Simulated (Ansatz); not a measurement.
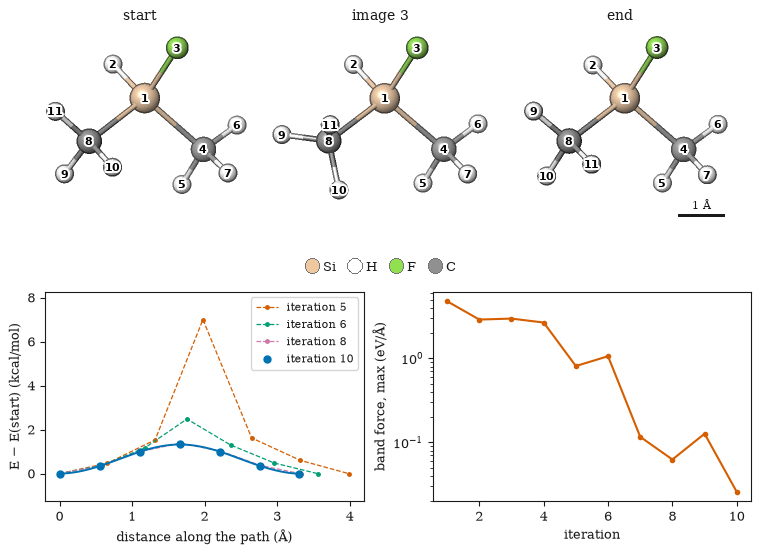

A search for the minimum-energy path of C2H7FSi by the nudged elastic band. Images are numbered from 0 (start) to 6 (end). The plot follows the band through its iterations. A ball-and-stick model, seen at a tilt.

Method: Ansatz, RKS LDA/6-31G*. Set-up: 5 movable images; climbing image; force threshold 0.05 eV/Å; iteration limit 60; starting path through a guess of the saddle point.

Did the band converge, and can the barrier be trusted?

Answer. The result is final at these settings. The band converged in 10 iterations. The largest component of the band force went from 4.8 to 0.026 eV/Å. The climbing image converged on the top of the path. Its vibrational analysis gives one imaginary mode (146i cm⁻¹), as a transition state must have. The first iteration put the highest image at 91.89 kcal/mol. The two ends have the same energy, and the highest point, image 3, lies 1.32 kcal/mol above the start.
